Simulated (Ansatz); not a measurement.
## Heat carried by phonons in CdS (Greenockite, P6_3mc)

How well does the lattice of CdS (Greenockite) conduct heat?

What experiment has found for this phase:
- thermal conductivity 16 W/m/K near room temperature (given in “Combining the AFLOW GIBBS and Elastic Libraries to efficiently and robustly screen thermo-mechanical properties of solids”, 2017, arXiv:1611.05714)

Program: Ansatz 0.2.0. Level of theory: DFT LDA, scalar-relativistic, plane waves, PAW; PAW set soft_1. Results are calculated unless marked as measured.

The database entry behind the starting cell differs from later determinations by our own check (about 0.35 % long), so it need not match the best structure at ambient conditions.

### Step 1. The structure

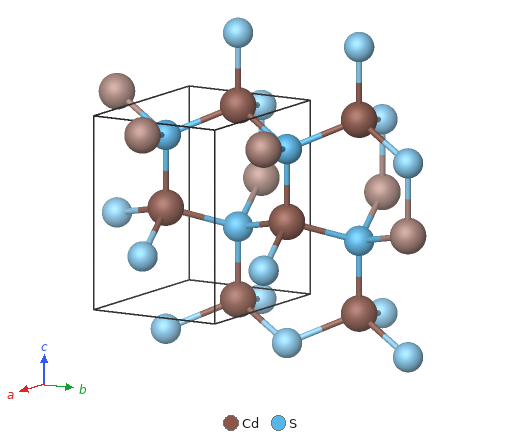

Start, viewed from a free direction; cadmium brown, sulfur blue. 1×2×1 cells are drawn. Some periodic images of atoms are drawn too.

Structure file:

```cif
data_structure
_symmetry_space_group_name_H-M 'P6_3mc'
_symmetry_Int_Tables_number 186
_cell_length_a 4.1500
_cell_length_b 4.1500
_cell_length_c 6.7370
_cell_angle_alpha 90.000
_cell_angle_beta 90.000
_cell_angle_gamma 120.000
_cell_volume 100.48
loop_
_atom_site_label
_atom_site_type_symbol
_atom_site_symmetry_multiplicity
_atom_site_Wyckoff_symbol
_atom_site_fract_x
_atom_site_fract_y
_atom_site_fract_z
_atom_site_occupancy
Cd1 Cd 2 b 0.33333 0.66667 0.00000 1
S1 S 2 b 0.33333 0.66667 0.37500 1
```

### Step 2. A first coarse run

A cheap single point shows whether the cell is a metal or an insulator and how far it is from rest; that sets the k-mesh and the occupations of what follows.

The input, input.yaml:

```yaml
crystal:
  lattice:
    - [4.15, 0.0, 0.0]
    - [-2.075, 3.5940054257, 0.0]
    - [0.0, 0.0, 6.737]
  atoms:
    - { symbol: Cd, position: [0.3333333333, 0.6666666667, 0.0] }
    - { symbol: Cd, position: [0.6666666667, 0.3333333333, 0.5] }
    - { symbol: S, position: [0.3333333333, 0.6666666667, 0.375] }
    - { symbol: S, position: [0.6666666667, 0.3333333333, 0.875] }
kpoints:
  mp_grid: { grid: [6, 6, 4] }
hamiltonian:
  xc: lda
  pseudopotentials: { kind: paw, azcp: { folder: soft_1 }, xc_functional: pbe }
scf:
  occupations: { method: gaussian, width: 0.1 }
  lower_state_search: "off"
output:
  forces: true
  stress: true
  eigenvalues: true
```

Command:

```
$ ansatz run input.yaml --threads 18 --pin off --max-ram 92160MiB --backend cuda --events-out ev --progress --plain --runs-dir out --max-vram 78GiB
```

Numbers of over 12 decimals in the logs are rounded to 6 here.

Output:

```text
Engine: ansatz 0.2.0, aarch64-unknown-linux-gnu
Pseudopotentials: kind: paw
Pseudopotential: Cd, paw, valence charge 20, recommended cutoff 420 eV (normal), soft_1/Cd.paw.azcp
Pseudopotential: S, paw, valence charge 6, recommended cutoff 420 eV (normal), soft_1/S.paw.azcp
Functional definition: SPW92
  exchange = slater_x
  correlation = pw_c
device memory: the entry about to start is reckoned to put 1.3 GiB on a device that reports 172.1 GiB free (of which the cap on the GPU budget leaves the run 78.0 GiB)
GPU FFT provider: cuFFT
GPU libraries: cuBLAS 13.8.1, cuFFT 12.4.0, cuSOLVER 12.3.2
GPU matrix products: emulated (plane waves: as basis.precision tells), large ones in fixed point in workspaces of 1.00 GiB
Crystal: 4 atoms, lattice volume = 100.483 Å³
Basis set: ecut = 420 eV, 1973 PW (Γ)
Bands: 32, of which v1, the nominal top of the filled ones, is band 26 counted from 1 (25 counted from 0)
Symmetry: 12 space group operations
Space group: P63mc (ITA 186), of the structure as read, at distance tolerance 4.6e-5 Å
k-points: 21 of 144 (time reversal used)
Non-local potential: Cd, projectors of the file, l = 0: 3, l = 1: 2, l = 2: 2, l = 3: 1
Non-local potential: S, projectors of the file, l = 0: 2, l = 1: 2, l = 2: 1
PAW form: soft (Blöchl's): semilocal exchange-correlation on the pseudo side does not see the compensation charge
PAW frozen core: Cd, regenerated for the run's functional, and the local potential with it (the file was generated under x = pbe(κ = 0.804, μ = 0.219515), c = pbe(β = 0.066725))
PAW frozen core: S, regenerated for the run's functional, and the local potential with it (the file was generated under x = pbe(κ = 0.804, μ = 0.219515), c = pbe(β = 0.066725))
PAW one-centre angular grid: Cd, 590 points (default); XC on 64 Gauss nodes
PAW one-centre angular grid: S, 110 points (default); XC on 64 Gauss nodes
Initial density: superposition of atomic densities (chi_scale 0.1, normalization cell, long waves kept (reshape's long-wave potential 0.00 eV rms))
Initial wavefunctions: pseudopotential atomic-orbital guess
GPU buffer pool allocated for 43200 grid points (all kernels)
GPU transforms: local potential and band sums: pruned to the plane-wave sphere, on 27×27×45
Functional: x = slater, c = lda
SCF iter   1: F=—  HF=-17977.474640 eV  |F-HF|=—  |Δ(HF+E_count)|=         —  Δρ=2.31e-2  dr2=4.39e-1  ethr=3.10e-3  ⟨swp⟩=7.7  Hψ=3040  notcnv=0
preconditioner: auto → Resta (q_TF=auto, 2.445 Å⁻¹)  ε∞=4.6  [insulator: Δε(μ)=1.129 eV  Ē_g=11.655 eV  σ=0.100 eV  W_gap=1.00  n_scr=22 (ndim 8)  ℏωp=22.2 eV  f_vac=0.075  D(μ)=0.00/eV (n_scr^D=0)  ε∞_Penn≈4.6]
SCF iter   2: F=—  HF=-17977.373394 eV  |F-HF|=—  |Δ(HF+E_count)|=   1.01e-1  Δρ=1.17e-2  dr2=1.11e-1  ethr=8.43e-4  ⟨swp⟩=2.8  Hψ=1245  notcnv=0  defer=42
SCF iter   3: F=—  HF=-17977.353880 eV  |F-HF|=—  |Δ(HF+E_count)|=   1.95e-2  Δρ=3.59e-3  dr2=1.22e-2  ethr=2.14e-4  ⟨swp⟩=2.0  Hψ=708  notcnv=0
automatic band count: iteration 3 solves 30 bands in place of 32: the levels show a gap, and the empty bands left out lie too high to hold charge; the band table lists the bands solved (type scf.n_extra_bands for more)
SCF iter   4: F=—  HF=-17977.351807 eV  |F-HF|=—  |Δ(HF+E_count)|=   2.07e-3  Δρ=7.50e-4  dr2=7.55e-4  ethr=2.35e-5  ⟨swp⟩=2.7  Hψ=1209  notcnv=0
SCF iter   5: F=—  HF=-17977.352174 eV  |F-HF|=—  |Δ(HF+E_count)|=   3.66e-4  Δρ=3.07e-4  dr2=1.29e-4  ethr=1.45e-6  ⟨swp⟩=1.8  Hψ=772  notcnv=0
SCF iter   6: F=—  HF=-17977.351541 eV  |F-HF|=—  |Δ(HF+E_count)|=   6.32e-4  Δρ=4.76e-5  dr2=2.70e-6  ethr=2.49e-7  ⟨swp⟩=2.0  Hψ=711  notcnv=0
SCF iter   7: F=—  HF=-17977.352649 eV  |F-HF|=—  |Δ(HF+E_count)|=   1.11e-3  Δρ=1.37e-5  dr2=1.99e-7  ethr=5.19e-9  ⟨swp⟩=2.1  Hψ=984  notcnv=0
SCF iter   8: F=-17977.352649 eV  HF=-17977.352649 eV  |F-HF|=3.16e-9  |Δ(HF+E_count)|=   1.56e-8  Δρ=3.32e-6  dr2=1.08e-8  ethr=1.92e-10  ⟨swp⟩=6.1  Hψ=2772  notcnv=0
SCF 1 converged in 8 iterations: F = -17977.352649 eV  dr2 = 1.08e-8
  greatest PAW one-centre occupation: 1.001 electrons in one spin orbital (limit 2), on the Cd atom at site 1 (counted from 0), in its partial waves of l = 0
SCF converged after 8 iterations
Free energy (F): -17977.352649 eV
Harris-Foulkes:  -17977.352649 eV  (|F-HF|=3.16e-9)
Internal energy: -17977.352649 eV  (E = F + TS)
E sigma→0 (E₀):  -17977.352649 eV
Fermi energy:    6.908025 eV
--- Per-component energies (eV) ---
  E_band       = -1034.836504
  E_kinetic    = 1092.389061
  E_local      = -8137.168946  (includes V_loc(G=0)·N_el)
  E_nonlocal   = 325.465177
  E_hartree    = 3689.081103
  E_xc         = -486.964671
  E_vxc        = -557.126526  (∫ρ·V_xc dr)
  E_paw        = -9079.602286  (= ΣΔE_a)
  E_vpaw       = -1136.549686  (= ΣTr[D̂ρ^β])
  E_aug_tail   = 0.000604  (compensation charges beyond the density's cutoff)
  E_ewald      = -5382.392226
  E_core_change = 1.839534  (= ΣΔE_core)
  E_smearing   = -0.000000  (= −TS)
  E_closure    = -0.000000  (closes the sum)
  Σ components = -17977.352649   (vs F -17977.352649, Δ=0.00e0)
--- Forces (eV/Å), atoms counted from 1 ---
  atom   1  Cd     0.00000000     0.00000000    -0.06058073
  atom   2  Cd    -0.00000000    -0.00000000    -0.06058073
  atom   3  S      0.00000000     0.00000000     0.06056740
  atom   4  S      0.00000000    -0.00000000     0.06056740
  max |Σ_I F_I| component: 2.67e-5 eV/Å
--- Stress (GPa, compression-positive) ---
       -3.292424       0.000000      -0.000000
       -0.000000      -3.292424       0.000000
       -0.000000       0.000000      -2.730401
  P = ⅓ Tr σ = -3.1051 GPa (-31.051 kbar)
--- Band table (eV; the first three rows and the last of 21) ---
  k-point 0: bands = [... 22 lower, 5.6756, 6.4021, 6.4491, 6.4491, 7.3595, 8.9886, 12.7148, 12.7148]
  k-point 1: bands = [... 22 lower, 5.7820, 5.7820, 6.3282, 6.3282, 8.3051, 9.0625, 12.5433, 12.7893]
  k-point 2: bands = [... 22 lower, 6.0479, 6.0479, 6.0479, 6.0479, 9.0509, 9.0509, 12.3996, 12.3996]
  k-point 20: bands = [... 22 lower, 4.0027, 4.0027, 5.3223, 5.3223, 10.6212, 10.6212, 12.3117, 12.3117]
```

Elapsed: 0.86 s, on 1 × NVIDIA GB200 with 18 threads of Arm Neoverse V2, shared host; peak memory 1.1 GiB.

Reading the cycles: dr2 is the Hartree energy of the density residual (eV), the measure of convergence; HF is the Harris–Foulkes estimate of the energy, which meets the free energy F at convergence.

This step gave:

* pressure: -3.105 GPa
* gap on the k-mesh: 0.9104 eV
* volume per atom: 25.12 Å³/atom

Force by atom:

```tsv
atom	x (eV/Å)	y (eV/Å)	z (eV/Å)	size
Cd1	0.0000	0.0000	-0.0606	0.0606
Cd2	0.0000	0.0000	-0.0606	0.0606
S3	0.0000	0.0000	0.0606	0.0606
S4	0.0000	0.0000	0.0606	0.0606
```

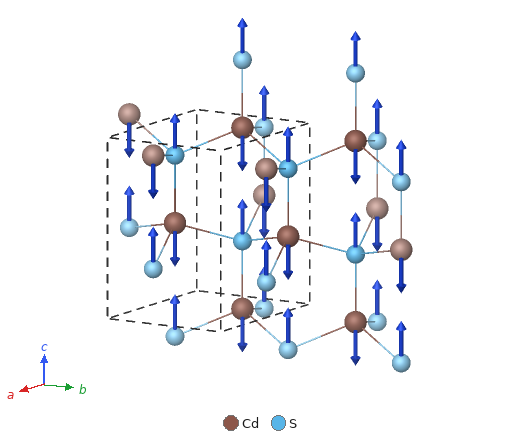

Force as arrows, the longest 0.0606 eV/Å. 1×2×1 cells are drawn. Some periodic images of atoms are drawn too.

The start is under -3.1 GPa at this level and looks like an insulator or semiconductor on this mesh.

### Step 3. Finding the static equilibrium

The vibrations must be taken about the equilibrium of this functional, not about the starting cell, so the structure is relaxed.

input.yaml, the sections that differ from step 2:

```yaml
kpoints:
  mp_grid: { grid: [9, 9, 4] }
scf:
  occupations: { method: gaussian, width: 0.02 }
  lower_state_search: "off"
relax:
  adjacent_minimum: "off"
  f_tol: 0.005
  max_steps: 80
  cell: { stress_tol: 0.05 }
# crystal, hamiltonian, output: as in step 2
```

Output:

```text
[...]
Crystal: 4 atoms, lattice volume = 100.483 Å³
Basis set: ecut = 420 eV, 1973 PW (Γ)
Bands: 32, of which v1, the nominal top of the filled ones, is band 26 counted from 1 (25 counted from 0)
Symmetry: 12 space group operations
[...]
k-points: 36 of 324 (time reversal used)
[...]
SCF iter   1: F=—  HF=-17977.476733 eV  |F-HF|=—  |Δ(HF+E_count)|=         —  Δρ=2.31e-2  dr2=4.37e-1  ethr=3.10e-3  ⟨swp⟩=7.8  Hψ=5312  notcnv=0
[...]
SCF iter   2: F=—  HF=-17977.376108 eV  |F-HF|=—  |Δ(HF+E_count)|=   1.01e-1  Δρ=1.17e-2  dr2=1.10e-1  ethr=8.40e-4  ⟨swp⟩=2.9  Hψ=2169  notcnv=0  defer=72
[...]
SCF iter   8: F=-17977.355506 eV  HF=-17977.355506 eV  |F-HF|=2.58e-9  |Δ(HF+E_count)|=   7.65e-8  Δρ=2.04e-6  dr2=6.15e-9  ethr=1.92e-10  ⟨swp⟩=10.4  Hψ=5277  notcnv=0
SCF 1 converged in 8 iterations: F = -17977.355506 eV  dr2 = 6.15e-9
[...]
relax step   1: F+E_penalty+E_count = -17977.35550604 eV  Δ(F+E_penalty+E_count) = +0.000e0 eV  max|allowed force component| = 6.167e-2 eV/Å  Δτ_max = 0.0000 Å  P = -3.109 GPa  Ω = 100.483 Å³  (8 SCF iters, dr2 threshold 1.00e-7 eV, accepted)
[...]
Crystal: 4 atoms, lattice volume = 95.080 Å³
Basis set: ecut = 420 eV, 1811 PW (Γ)
[...]
iter 1 solved again at ethr=8.49e-6 eV; its pass at ethr=3.10e-3 eV (dr2=4.42e-3 eV) is discarded
[...]
SCF iter   2: F=—  HF=-17977.408167 eV  |F-HF|=—  |Δ(HF+E_count)|=   1.02e-3  Δρ=8.53e-4  dr2=1.02e-3  ethr=8.49e-6  ⟨swp⟩=2.1  Hψ=1366  notcnv=0
[...]
SCF iter   6: F=-17977.408610 eV  HF=-17977.408610 eV  |F-HF|=1.32e-7  |Δ(HF+E_count)|=   1.31e-8  Δρ=1.48e-5  dr2=1.49e-7  ethr=7.69e-10  ⟨swp⟩=6.5  Hψ=5435  notcnv=0
SCF 2 converged in 6 iterations: F = -17977.408610 eV  dr2 = 1.49e-7
[...]
relax step   2: F+E_penalty+E_count = -17977.40861006 eV  Δ(F+E_penalty+E_count) = -5.310e-2 eV  max|allowed force component| = 1.558e-2 eV/Å  Δτ_max = 0.0027 Å  P = +0.241 GPa  Ω = 95.080 Å³  energy of the carried Pulay correction = +8.186e-4 eV  (6 SCF iters, dr2 threshold 4.00e-7 eV, accepted)
[...]
Crystal: 4 atoms, lattice volume = 95.442 Å³
[...]
SCF iter   4: F=-17977.408850 eV  HF=-17977.408850 eV  |F-HF|=3.31e-8  |Δ(HF+E_count)|=   2.87e-8  Δρ=8.00e-6  dr2=9.30e-8  ethr=5.94e-10  ⟨swp⟩=6.1  Hψ=5097  notcnv=0
SCF 3 converged in 4 iterations: F = -17977.408850 eV  dr2 = 9.30e-8
relax step   3: F+E_penalty+E_count = -17977.40885044 eV  Δ(F+E_penalty+E_count) = -2.404e-4 eV  max|allowed force component| = 5.844e-3 eV/Å  Δτ_max = 0.0003 Å  P = -0.018 GPa  Ω = 95.442 Å³  energy of the carried Pulay correction = +7.624e-4 eV  (4 SCF iters, dr2 threshold 3.09e-7 eV, accepted)
[...]
relax step   4: F+E_penalty+E_count = -17977.40886219 eV  Δ(F+E_penalty+E_count) = -1.176e-5 eV  max|allowed force component| = 1.464e-4 eV/Å  Δτ_max = 0.0006 Å  P = +0.000 GPa  Ω = 95.417 Å³  energy of the carried Pulay correction = +7.662e-4 eV  (5 SCF iters, dr2 threshold 2.13e-9 eV, accepted)
[...]
SCF iter   1: F=—  HF=-17977.406937 eV  |F-HF|=—  |Δ(HF+E_count)|=         —  Δρ=6.44e-5  dr2=6.66e-7  ethr=6.01e-7  ⟨swp⟩=3.9  Hψ=8791  notcnv=0
[...]
SCF iter   2: F=—  HF=-17977.408124 eV  |F-HF|=—  |Δ(HF+E_count)|=   1.19e-3  Δρ=3.09e-5  dr2=2.16e-7  ethr=1.28e-9  ⟨swp⟩=3.0  Hψ=2412  notcnv=0
[...]
SCF iter   5: F=-17977.408124 eV  HF=-17977.408124 eV  |F-HF|=3.64e-12  |Δ(HF+E_count)|=   3.94e-9  Δρ=1.21e-7  dr2=1.57e-11  ethr=1.00e-12  ⟨swp⟩=4.0  Hψ=5518  notcnv=0
SCF 5 converged in 5 iterations: F = -17977.408124 eV  dr2 = 1.57e-11
relax step   5: F+E_penalty+E_count = -17977.40812436 eV  Δ(F+E_penalty+E_count) = +7.378e-4 eV  max|allowed force component| = 1.470e-4 eV/Å  Δτ_max = 0.0000 Å  P = -0.002 GPa  Ω = 95.417 Å³  stress off target by 2.18e-3 GPa  SCF on the basis re-selected at this cell (its energy is not comparable with the rows above)  (5 SCF iters)
basis re-selected at this cell: Δ(F+E_penalty+E_count) = +7.378e-4 eV, ΔP = -0.002 GPa vs the last step (what re-selecting the basis moved, of the pressure what is left beyond the Pulay correction that the steps carried, after the strain that the cell walked since its last selection, with what the two solves' SCF thresholds leave and, on support functions, any second-order correction that the steps lacked; it is no measure of the basis error at this ecutwfc). The dense FFT grid was sized anew with the basis: this SCF ran on 30×30×45 points, the steps before it on 30×30×48, so part of this shift can come from that change (see relax.cell in the input reference). [rest of the remark cut]
SCF converged after 5 iterations
Free energy (F): -17977.408124 eV
[...]
Internal energy: -17977.408124 eV  (E = F + TS)
E sigma→0 (E₀):  -17977.408124 eV
Fermi energy:    7.709205 eV
[...]
--- Forces (eV/Å), atoms counted from 1 ---
  atom   1  Cd    -0.00000000     0.00000000    -0.00014688
  atom   2  Cd     0.00000000    -0.00000000    -0.00014688
  atom   3  S     -0.00000000    -0.00000000     0.00014704
  atom   4  S     -0.00000000     0.00000000     0.00014704
  max |Σ_I F_I| component: 3.14e-7 eV/Å
--- Stress (GPa, compression-positive) ---
       -0.001533      -0.000000      -0.000000
       -0.000000      -0.001533       0.000000
       -0.000000       0.000000      -0.002182
  P = ⅓ Tr σ = -0.0017 GPa (-0.017 kbar)
--- Band table (eV; the first three rows and the last of 36) ---
  k-point 0: bands = [... 22 lower, 6.3625, 7.1344, 7.1960, 7.1960, 8.2222, 9.8052, 13.4642, 13.4642, ... 2 higher]
  k-point 1: bands = [... 22 lower, 6.4767, 6.4767, 7.0652, 7.0652, 9.1680, 9.8838, 13.2532, 13.5383, ... 2 higher]
  k-point 2: bands = [... 22 lower, 6.7627, 6.7627, 6.7627, 6.7627, 9.9010, 9.9010, 13.1790, 13.1790, ... 2 higher]
  k-point 35: bands = [... 22 lower, 4.5099, 4.5099, 5.9503, 5.9503, 11.4491, 11.4491, 13.0563, 13.0563, ... 2 higher]
--- Relaxed structure (4 steps of the walk, 4 accepted, 1 SCFs on fresh bases) ---
  F+E_penalty+E_count = -17977.40812436 eV   max|allowed force component| = 1.470e-4 eV/Å   (the final SCF, on the basis selected at the relaxed cell)
  cell:  # Å, volume = 95.4171 Å³
    - [4.073844, 0, -2.0130318671242067e-17]
    - [-2.036922, 3.528052, 1.0065159335621038e-17]
    - [-3.267902575620725e-17, 0, 6.638761]
  atoms:
    - { symbol: Cd, position: [0.333333, 0.666667, -0.000535719] }
    - { symbol: Cd, position: [0.666667, 0.333333, 0.499464] }
    - { symbol: S, position: [0.333333, 0.666667, 0.375536] }
    - { symbol: S, position: [0.666667, 0.333333, 0.875536] }
```

Run time: 4 s. Hardware: 1 × NVIDIA GB200 with 18 threads; peak memory 1.1 GiB; 9.3 s of CPU time.

Relaxation path:

```tsv
step	energy less that of the first step (eV)	largest force component (eV/Å)	pressure (GPa)	volume (Å³)
1	0.0000	0.0617	-3.11	100.48
2	-0.0531	0.0156	0.24	95.08
3	-0.0533	0.0058	-0.02	95.44
4	-0.0534	0.0001	0.00	95.42
5*	-0.0526	0.0001	0.00	95.42
```

Relaxation steps marked * repeat the geometry before them on a plane-wave basis chosen anew for their cell, so energy and pressure can jump there.

The run keeps the 12 symmetry operations that it works with, so distortions that break them were not tested.

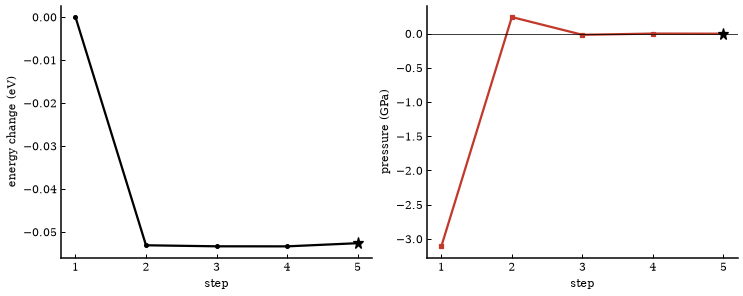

Energy and pressure along the relaxation. Stars mark steps on a basis chosen anew.

```tsv
conventional cell, symmetrised	before	after	change
a (Å)	4.150	4.074	-1.8 %
b (Å)	4.150	4.074	-1.8 %
c (Å)	6.737	6.639	-1.5 %
volume (Å³/atom)	25.12	23.85	-5.0 %
```

The relaxed structure:

```xyz
4
Lattice="4.0738 0.0000 0.0000 -2.0369 3.5281 0.0000 0.0000 0.0000 6.6388" Properties=species:S:1:pos:R:3 pbc="T T T"
Cd    0.0000    2.3520   -0.0036
Cd    2.0369    1.1760    3.3158
S     0.0000    2.3520    2.4931
S     2.0369    1.1760    5.8125
```

This step gave:

```yaml
pressure: -0.001749 GPa
gap_on_the_k_mesh: 1.026 eV
volume_per_atom: 23.85 Å³/atom
```

The relaxation ends with a largest force component of 1.5e-4 eV/Å and a pressure of 0.00 GPa.

### Step 4. Relaxing to small residual forces and stress

The thresholds are tightened for a last relaxation ahead of the phonons, and where mesh or smearing change with them the cell follows.

input.yaml, the sections that differ from step 3:

```yaml
crystal:
  lattice:
    - [4.0738436099, 0.0, 0.0]
    - [-2.0369218049, 3.5280520572, 0.0]
    - [0.0, 0.0, 6.6387608611]
  atoms:
    - { symbol: Cd, position: [0.3333333333, 0.6666666667, -0.0005357185] }
    - { symbol: Cd, position: [0.6666666667, 0.3333333333, 0.4994642815] }
    - { symbol: S, position: [0.3333333333, 0.6666666667, 0.3755357185] }
    - { symbol: S, position: [0.6666666667, 0.3333333333, 0.8755357185] }
scf:
  occupations: { method: fixed }
  lower_state_search: "off"
relax:
  adjacent_minimum: "off"
  f_tol: 0.001
  max_steps: 60
  cell: { stress_tol: 0.01 }
# kpoints, hamiltonian, output: as in step 3
```

Output:

```text
[...]
GPU FFT provider: cuFFT
GPU libraries: cuBLAS 13.8.1, cuFFT 12.4.0, cuSOLVER 12.3.2
[...]
Crystal: 4 atoms, lattice volume = 95.417 Å³
Basis set: ecut = 420 eV, 1811 PW (Γ)
Bands: 32, of which v1, the nominal top of the filled ones, is band 26 counted from 1 (25 counted from 0)
Symmetry: 12 space group operations
[...]
--- Relaxed structure (1 steps of the walk, 1 accepted, 1 SCFs on fresh bases) ---
[...]
cell:  # Å, volume = 95.4171 Å³
    - [4.073844, -2.8867386699071066e-11, 0.0]
    - [-2.036922, 3.528052, 0.0]
    - [0.0, 0.0, 6.6387608611]
  atoms:
    - { symbol: Cd, position: [0.333333, 0.666667, -0.000535718] }
    - { symbol: Cd, position: [0.666667, 0.333333, 0.499464] }
    - { symbol: S, position: [0.333333, 0.666667, 0.375536] }
    - { symbol: S, position: [0.666667, 0.333333, 0.875536] }
[key lines of the parts left out:]
SCF converged after 8 iterations
Free energy (F): -17977.408124 eV
Fermi energy:    7.195980 eV
P = ⅓ Tr σ = -0.0017 GPa (-0.017 kbar)
```

The job ended after 1.7 s (1 × NVIDIA GB200 with 18 threads; peak memory 1.1 GiB).

Little changed from the start: no atom moved by 0.005 Å and no cell edge by 0.1 %.

Numbers from this step:

```
pressure : -0.001750 GPa
```

The residual pressure is -0.0017 GPa, small enough for phonons.

[end of part 1 of 2]

[Logs are printed without paths, hosts, clocks, repeated set-up lines and the standing remarks that a program may print on its own settings, such as how far it seeks lower states.]

[Hosts, paths, dates, database ids (printed as entryN), source tags and the programs' standing remarks are cut or masked in the printed files.]

[A step with changed settings may run another functional than the one named; its input shows which.]
